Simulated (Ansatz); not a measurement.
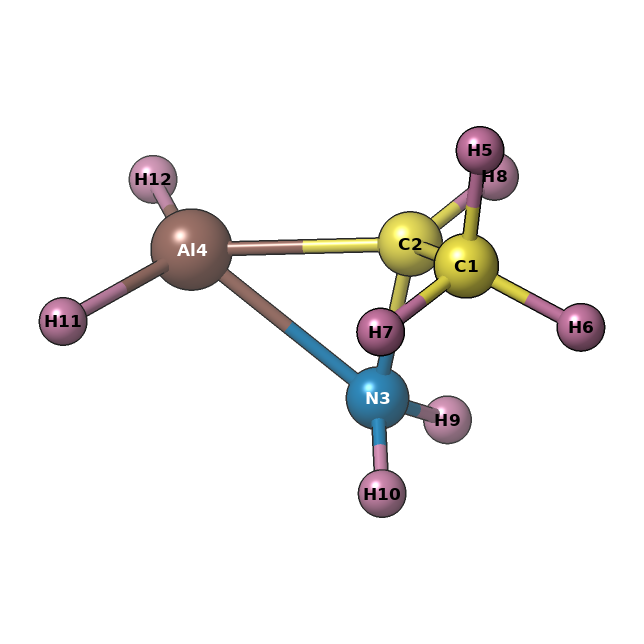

C2 lies behind C1. The molecule seen a little off the C1–C2 bond, C1 in front. Depth is shown by fading: the farther an atom, the more it takes the colour of the background. Computed geometry: PBE-D4/def2-SVP optimisation. No frequency run is at hand to confirm it as a minimum.

Question: What is the torsion angle H5–C1–C2–Al4? The sign is positive where the front bond must turn clockwise to cover the back bond.

Answer: −95°, about perpendicular.
